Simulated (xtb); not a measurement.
**Geometry relaxation, with input and output: InH3S2 (part 4 of 4)**

The same run, continued: InH3S2, SMILES [SH][InH][SH]; GFN1-xTB (xtb 6.7.1). The geometry comes from this level: GFN2-xTB.

Geometry of the input (Å):
```
S  -1.8272  -0.4519  0.1678
In 0.4262  0.1415  -0.4889
S  1.9130  0.4515  1.3813
H  -2.2566  -0.5784  -1.0789
H  0.8439  0.3060  -2.1658
H  0.9006  0.1313  2.1845
```

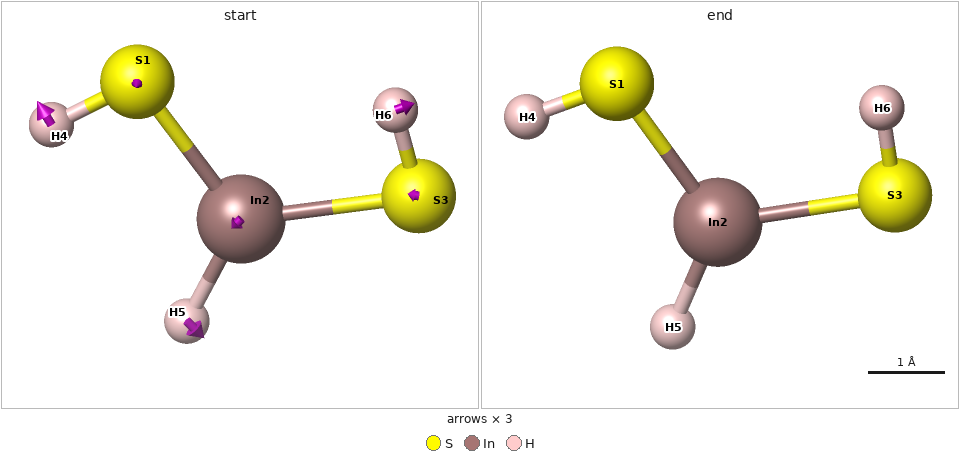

Figure 1. Before (left) and after (right) the relaxation, at one scale (ball-and-stick view, seen at a tilt). The pink arrows give the displacements, magnified 3 times. The largest move after the best rigid fit is that of H4, 0.12 Å. Largest moves by element: H 0.12 Å, In 0.06 Å, S 0.05 Å. Among the contacts that change: In2–H5 1.736 → 1.725 Å, In2–S3 2.409 → 2.415 Å, S3–H6 1.331 → 1.325 Å, S1–In2 2.421 → 2.427 Å. Among the angles that change: In2–S3–H6 88.2° → 95.3°, S1–In2–H5 120.6° → 126.0°, In2–S1–H4 94.0° → 98.4°. Over 13 geometry steps the energy falls by 3.33 kJ/mol. (Atoms are counted from 1 in the order of the input.)

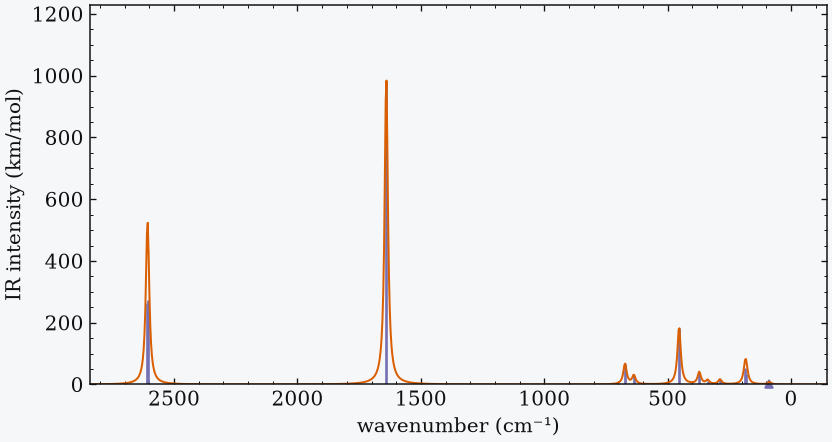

Figure 2. Harmonic infrared spectrum, unscaled: sticks (degenerate modes added up, dark ones marked on the axis) with a Lorentzian envelope of 16 cm⁻¹ full width, scaled to the tallest stick. 12 modes from 87 to 2609 cm⁻¹, none imaginary. The strongest line is at 1640 cm⁻¹ (984 km/mol). All modes, in cm⁻¹ (km/mol): 87 (7.6), 181 (34), 186 (55), 288 (15.7), 338 (12.4), 372 (39), 453 (184), 637 (28), 673 (66), 1640 (984), 2606 (274), 2609 (264).

### Summary

| quantity | value |
| --- | --- |
| outcome | converged |
| electrons treated | 18 |
| total energy | −10.582325 hartree |
| dispersion energy | −0.002012 hartree |
| basis functions | 36 |
| HOMO | −10.57 eV |
| LUMO | −5.81 eV |
| zero-point energy | 0.022941 hartree |
| dipole moment | 2.57 D |
| wavenumbers, lowest and highest | 87 and 2609 cm⁻¹ |
| hardware | 1 thread of Intel Xeon (Sapphire Rapids), 16 GiB of memory available, shared host |
| peak memory | 0.07 GiB |
